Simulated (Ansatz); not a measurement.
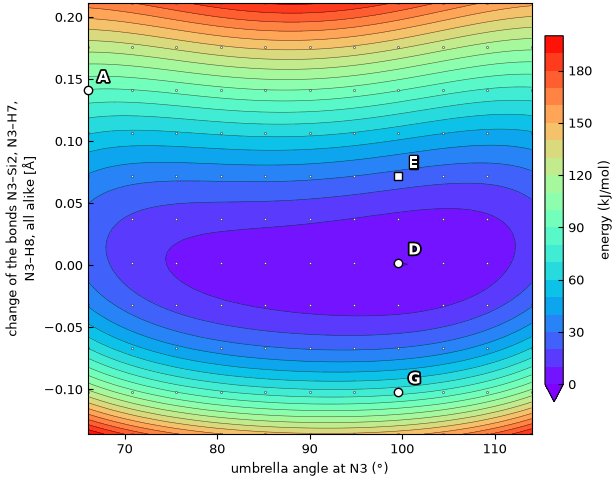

H₅N₂Si, SMILES [NH][SiH2]N, spin multiplicity 2. The first coordinate is: umbrella angle at N3 (between each of its bonds and their common axis; 90 is planar); the second: change of the bonds N3–Si2, N3–H7, N3–H8, all alike. Nothing is relaxed (all other coordinates rigid). Grid: 11 × 11 points. Points are written as (first, second). Energies are in kJ/mol, from the lowest grid point. These are results of Ansatz, UKS PBE0-D4/def2-TZVP, not measurements.

Drawn: filled contours, dots at the grid points, lettered points. Between grid points the surface is interpolated.

**What kind of point is each of D, E, G: minimum, saddle, maximum or slope?**

D: minimum; E: on a slope; G: on a slope. (In these two coordinates alone; a stationary point may lie a little off the grid point.)

**Rank the lettered points by energy, lowest first.**

D (0 kJ/mol), E (27 kJ/mol), G (76 kJ/mol), A (89 kJ/mol).
